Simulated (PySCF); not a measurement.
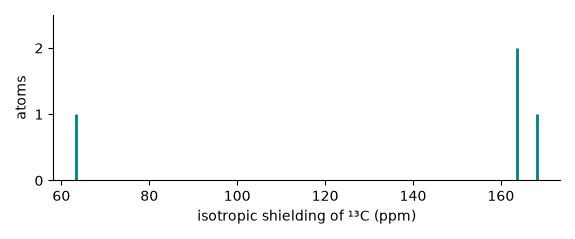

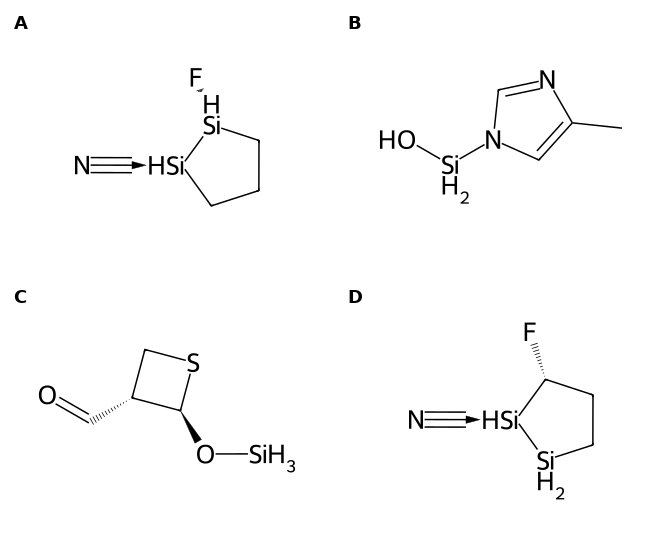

The sticks are computed shieldings of one of the molecules, for one fixed geometry (GFN2-xTB) without averaging over rotations. Low shielding means a high chemical shift. Method: GIAO PBE0/pcSseg-1 NMR shielding, non-relativistic, gas phase (PySCF 2.14.0).

### Match the spectrum to a structure.

A, `N#C[Si@@H]1CCC[Si@H]1F`. Its 4 C atoms give lines at 63.4, 163.7 (2 atoms), 168.2 ppm.

The geometry is semi-empirical. Around Si such bond lengths and angles can be off by a tenth of an ångström or more and by several degrees, and values that hang on the shape move with them.
